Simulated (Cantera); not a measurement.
Input: 1 mol Fe(CO)₅, 0.34 mol O₂, 39 mol N₂, equilibrated at 1.00 Torr.

Method: chemical equilibrium by Gibbs-energy minimisation in Cantera with the NASA 1993 tables (ideal gas, pure condensed phases). Candidate condensed phases: C, Fe, Fe(CO)₅, FeO, Fe₂O₃, Fe₃O₄; 27 gas species. The numbers say what is thermodynamically allowed, not how fast it happens.

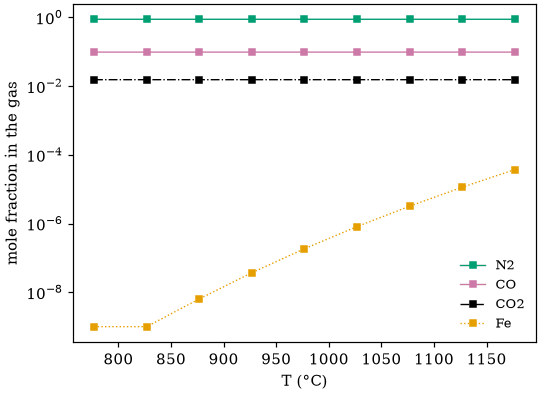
Figure: Equilibrium gas composition (values under 1e-9 drawn at 1e-9)

From 777 °C to 877 °C the condensed part is Fe(α). From 927 °C to 1177 °C the condensed part is Fe(γ).
